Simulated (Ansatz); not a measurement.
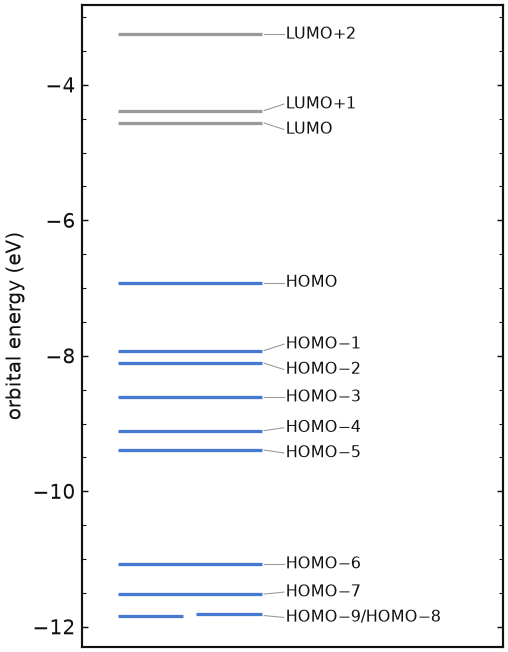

MoS₂F₂, SMILES [F][Mo]([F])(=[S])=[S], singlet. Kohn-Sham orbital energies near the frontier, LDA (SPW92)/def2-TZVPP, the Ansatz code 0.2.0, at a PBE0-D4/def2-TZVP geometry (a minimum by its frequencies), isolated molecule; empty levels in grey, levels within 0.03 eV side by side.

Where do the frontier orbitals lie?

Answer. HOMO at −6.92 eV, LUMO at −4.56 eV, 2.36 eV apart.

How far below the HOMO does the next level lie?

Answer. 1.00 eV.

Known limits of this run: core potentials past krypton.
